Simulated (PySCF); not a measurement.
# C₃H₁₃BOSi: NMR shifts at several levels of theory, part 2 of 2

PySCF 2.14.0. Atoms count from 0. The steps go on from the part before.

**7. Nuclear shieldings: PBE0/pcSseg-1**

What the job is given:

```
{"job": {"kind": "nmr", "xc": "PBE0", "basis": "pcSseg-1", "pop": false}, "charge": 0, "multiplicity": 1}
C     -1.972821     0.535289     0.954954
O     -1.355888    -0.537798     0.260716
C     -1.788838    -0.686642    -1.082422
B      0.285469    -0.732986     0.527842
C      1.064347     0.503341    -0.136240
Si     2.906801     0.349734     0.178419
H     -1.701641     1.501121     0.499547
H     -1.606286     0.495234     1.986342
H     -3.063956     0.399229     0.930864
H     -1.305492    -1.589213    -1.471635
H     -1.492030     0.185836    -1.686205
H     -2.882483    -0.802068    -1.097008
H      0.319790    -0.771080     1.749377
H      0.482295    -1.815923    -0.004685
H      0.943579     0.561371    -1.233984
H      0.767996     1.484410     0.279301
H      3.469206    -0.891967    -0.441090
H      3.209433     0.311601     1.644342
H      3.658864     1.512858    -0.399783
```

Level: GIAO PBE0/pcSseg-1 NMR shielding, non-relativistic, gas phase.

Standard output:

```text
coarse grid: 15120 points
cycle   1  E = -511.1398937464  dE =  1.947e-01  |g| = 4.724e-01  |ddm| = 3.504e+00
cycle   2  E = -511.1171862463  dE =  2.271e-02  |g| = 5.691e-01  |ddm| = 9.880e-01
cycle   3  E = -511.1963595248  dE = -7.917e-02  |g| = 7.466e-02  |ddm| = 5.805e-01
cycle   4  E = -511.1972429654  dE = -8.834e-04  |g| = 3.191e-02  |ddm| = 6.256e-02
cycle   5  E = -511.1974378376  dE = -1.949e-04  |g| = 7.782e-03  |ddm| = 2.538e-02
cycle   6  E = -511.1974504239  dE = -1.259e-05  |g| = 1.677e-03  |ddm| = 8.443e-03
cycle   7  E = -511.1974511629  dE = -7.389e-07  |g| = 2.479e-04  |ddm| = 1.837e-03
final grid: 137808 points
cycle   8  E = -511.2436753655  dE = -3.372e-05  |g| = 1.307e-02  |ddm| = 2.624e-02
cycle   9  E = -511.2436463979  dE =  2.897e-05  |g| = 1.842e-02  |ddm| = 1.771e-02
cycle  10  E = -511.2437083017  dE = -6.190e-05  |g| = 1.586e-03  |ddm| = 1.010e-02
cycle  11  E = -511.2437088919  dE = -5.901e-07  |g| = 1.945e-04  |ddm| = 1.512e-03
cycle  12  E = -511.2437088991  dE = -7.252e-09  |g| = 8.380e-05  |ddm| = 2.608e-04
cycle  13  E = -511.2437089008  dE = -1.641e-09  |g| = 2.077e-05  |ddm| = 7.859e-05
cycle  14  E = -511.2437089009  dE = -1.022e-10  |g| = 3.028e-06  |ddm| = 1.993e-05
converged SCF energy = -511.2437089009

GIAO shielding tensors (ppm)
atom      isotropic    diamagn.    paramagn.     s11        s22        s33       span
  0 C      120.737     246.927    -126.189     82.296     98.221    181.694     99.398
  1 O      320.921     399.774     -78.853    278.222    341.104    343.435     65.213
  2 C      120.799     247.141    -126.341     82.461     98.103    181.833     99.372
  3 B       90.503     191.185    -100.681     62.963     73.815    134.732     71.770
  4 C      191.761     256.618     -64.857    182.661    191.714    200.908     18.247
  5 Si     421.083     879.128    -458.045    392.301    393.819    477.128     84.827
  6 H       27.842      31.201      -3.359     23.685     26.970     32.871      9.185
  7 H       27.465      29.905      -2.440     23.589     25.591     33.216      9.627
  8 H       28.181      28.530      -0.349     24.431     25.677     34.436     10.006
  9 H       27.466      30.007      -2.541     23.604     25.545     33.250      9.646
 10 H       27.835      31.329      -3.493     23.680     26.957     32.869      9.189
 11 H       28.194      28.656      -0.462     24.440     25.685     34.457     10.017
 12 H       27.890      32.851      -4.960     23.351     28.537     31.784      8.433
 13 H       27.879      32.784      -4.906     23.381     28.546     31.708      8.327
 14 H       31.405      34.257      -2.852     26.263     30.813     37.139     10.876
 15 H       31.437      34.225      -2.788     26.235     30.943     37.134     10.899
 16 H       27.551      28.438      -0.887     24.159     25.838     32.657      8.497
 17 H       27.552      28.455      -0.903     24.149     25.904     32.603      8.454
 18 H       27.329      27.948      -0.619     24.101     25.100     32.785      8.684
```

It took 35 s on 1 thread of Arm Neoverse N1, shared host; peak memory 0.81 GiB.

This run: δ C0 63.6, C4 -7.4, O1 13.6, B3 10.2, H16 3.79, H6 3.44 ppm (means over like atoms).

**8. Shielding tensors: mPW1PW91/pcSseg-1**

The job, as its differences from that of step 7:

```diff
@@ -1,2 +1,2 @@
-{"job": {"kind": "nmr", "xc": "PBE0", "basis": "pcSseg-1", "pop": false}, "charge": 0, "multiplicity": 1}
+{"job": {"kind": "nmr", "xc": "mPW1PW91", "basis": "pcSseg-1", "pop": false}, "charge": 0, "multiplicity": 1}
 C     -1.972821     0.535289     0.954954
```

With the program's defaults for keys left out, this is: GIAO mPW1PW91/pcSseg-1 NMR shielding, non-relativistic, gas phase.

Standard output:

```text
coarse grid: 15120 points
cycle   1  E = -511.4939333934  dE =  1.920e-01  |g| = 4.807e-01  |ddm| = 3.507e+00
cycle   2  E = -511.4700350514  dE =  2.390e-02  |g| = 5.829e-01  |ddm| = 9.928e-01
cycle   3  E = -511.5515580098  dE = -8.152e-02  |g| = 7.645e-02  |ddm| = 5.826e-01
cycle   4  E = -511.5524594087  dE = -9.014e-04  |g| = 3.302e-02  |ddm| = 6.277e-02
cycle   5  E = -511.5526722079  dE = -2.128e-04  |g| = 7.668e-03  |ddm| = 2.646e-02
cycle   6  E = -511.5526847509  dE = -1.254e-05  |g| = 1.631e-03  |ddm| = 8.577e-03
cycle   7  E = -511.5526854530  dE = -7.020e-07  |g| = 2.483e-04  |ddm| = 1.811e-03
final grid: 137808 points
cycle   8  E = -511.5992038290  dE = -3.870e-05  |g| = 9.913e-03  |ddm| = 2.697e-02
cycle   9  E = -511.5991874430  dE =  1.639e-05  |g| = 1.397e-02  |ddm| = 1.332e-02
cycle  10  E = -511.5992225683  dE = -3.513e-05  |g| = 1.199e-03  |ddm| = 7.504e-03
cycle  11  E = -511.5992229099  dE = -3.417e-07  |g| = 1.697e-04  |ddm| = 1.189e-03
cycle  12  E = -511.5992229156  dE = -5.702e-09  |g| = 7.542e-05  |ddm| = 2.408e-04
cycle  13  E = -511.5992229170  dE = -1.365e-09  |g| = 1.716e-05  |ddm| = 7.200e-05
cycle  14  E = -511.5992229171  dE = -6.912e-11  |g| = 2.519e-06  |ddm| = 1.610e-05
converged SCF energy = -511.5992229171

GIAO shielding tensors (ppm)
atom      isotropic    diamagn.    paramagn.     s11        s22        s33       span
  0 C      119.930     246.894    -126.964     81.832     97.467    180.491     98.659
  1 O      320.149     400.192     -80.044    277.879    340.084    342.483     64.604
  2 C      119.992     247.111    -127.119     81.997     97.351    180.628     98.630
  3 B       90.565     191.081    -100.516     63.104     74.219    134.371     71.267
  4 C      190.937     256.925     -65.988    182.017    190.859    199.936     17.919
  5 Si     418.522     879.160    -460.638    390.062    391.540    473.964     83.903
  6 H       27.896      31.278      -3.382     23.756     27.018     32.914      9.157
  7 H       27.522      29.963      -2.442     23.660     25.657     33.247      9.587
  8 H       28.236      28.553      -0.317     24.494     25.745     34.469      9.975
  9 H       27.523      30.067      -2.544     23.676     25.612     33.282      9.606
 10 H       27.890      31.407      -3.518     23.751     27.006     32.912      9.160
 11 H       28.248      28.680      -0.432     24.504     25.752     34.489      9.985
 12 H       27.980      32.950      -4.970     23.444     28.637     31.859      8.415
 13 H       27.969      32.885      -4.916     23.475     28.647     31.784      8.309
 14 H       31.475      34.393      -2.918     26.386     30.886     37.154     10.768
 15 H       31.507      34.357      -2.851     26.358     31.014     37.148     10.791
 16 H       27.634      28.511      -0.877     24.248     25.929     32.723      8.475
 17 H       27.634      28.527      -0.893     24.237     25.995     32.670      8.433
 18 H       27.416      28.002      -0.586     24.202     25.187     32.859      8.657
```

Run time: 35 s. Hardware: 1 thread of Arm Neoverse N1, shared host; peak memory 0.81 GiB.

In short: δ C0 63.6, C4 -7.4, O1 13.2, B3 10.2, H16 3.76, H6 3.43 ppm (means over like atoms).

**9. Comparing the runs: NMR shifts**

Shifts (ppm) of some atoms, chosen among heavy atoms and hydrogens apart, means over like atoms, with basis size and wall time:

```csv
run,C0,C4,H12,H14,O1,B3,Si5,functions,time
KT2/pcSseg-1,64.3,-5.7,3.55,0.02,23.7,11.1,-73.6,174,52 s
KT3/pcSseg-1,62.6,-5.3,3.38,-0.02,26.5,10.2,-69.3,174,49 s
B97-D/pcSseg-1,64.2,-6.0,3.36,-0.07,24.6,10.5,-68.8,174,49 s
B3LYP/pcSseg-1,64.3,-6.5,3.29,-0.18,19.9,11.5,-70.4,174,36 s
PBE0/pcSseg-1,63.6,-7.4,3.38,-0.15,13.6,10.2,-69.1,174,35 s
mPW1PW91/pcSseg-1,63.6,-7.4,3.34,-0.17,13.2,10.2,-67.7,174,35 s
```

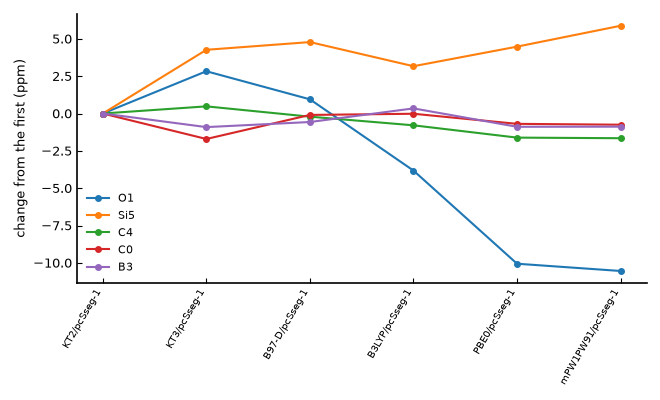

How five of the tabulated atoms move from run to run.

**10. What came out**

The summary covers parts 1 to 2.

| quantity | value |
| --- | --- |
| rotational constants (main isotopes) | 6.11, 1.11, 1.05 GHz |
| ¹³C shifts against TMS (KT2/pcSseg-1, means over atoms taken as alike) | 64.3, -5.7 ppm |
| ¹H shifts against TMS (KT2/pcSseg-1, means over atoms taken as alike) | 3.82, 3.55, 3.49, 0.02 ppm |
| ¹⁷O shifts against H2O (KT2/pcSseg-1) | 23.7 ppm |
| ¹¹B shifts against BF3·OEt2 (KT2/pcSseg-1) | 11.1 ppm |
| ²⁹Si shifts against TMS (KT2/pcSseg-1) | -73.6 ppm |
| range of the shift of O1 | 13.2 to 26.5 ppm |

**Reading.** Single values in the summary come from the first run of each kind that ended normally (KT2/pcSseg-1), which need not be the best level. The start was shaken at random, so part of the energy gained undoes that. Over 11 steps the energy fell by 0.790 eV; of the close pairs, O1–B3 changed most, 1.816 to 1.674 Å. At KT2/pcSseg-1: The largest span, 102 ppm, is at C0, C2, where the paramagnetic term is -129 ppm. Across the 6 runs the shift of O1 moves most, between 13.2 (mPW1PW91/pcSseg-1) and 26.5 ppm (KT3/pcSseg-1).
